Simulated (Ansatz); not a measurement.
```xyz
10

Mg   -0.8193    0.0742   -0.0041
N     0.8183    1.4603   -0.5737
C    -0.2394   -1.8314    0.6861
H     0.3008    2.3047   -0.8710
Br   -2.5662    1.6944   -0.5352
H     1.4162    1.1790   -1.3644
H     1.4631    1.7518    0.1753
H     0.7935   -2.1003    0.3718
H    -0.2584   -1.8934    1.7969
H    -0.9086   -2.6395    0.3182
```

These are results of RKS PBE/def2-SVP (Ansatz), not measurements.

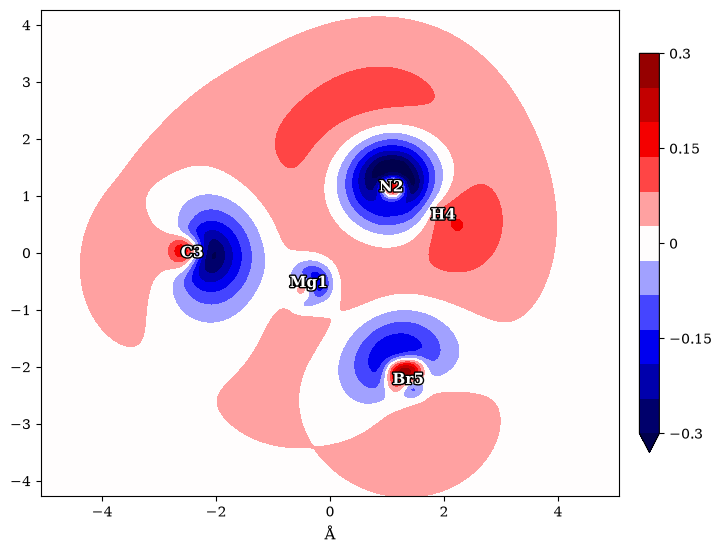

CH6BrMgN. One frontier orbital on the plane of atoms N2, Mg1 and C3 (values in Å⁻³ᐟ²; the overall sign is arbitrary).

### Which orbital is it: HOMO or LUMO?

The LUMO, at −1.16 eV. By Hirshfeld shares it lies mainly on Mg1 (about 35 %), N2 (about 15 %), H6 (about 15 %), H7 (about 15 %), Br5 (about 10 %) and H4 (about 5 %).
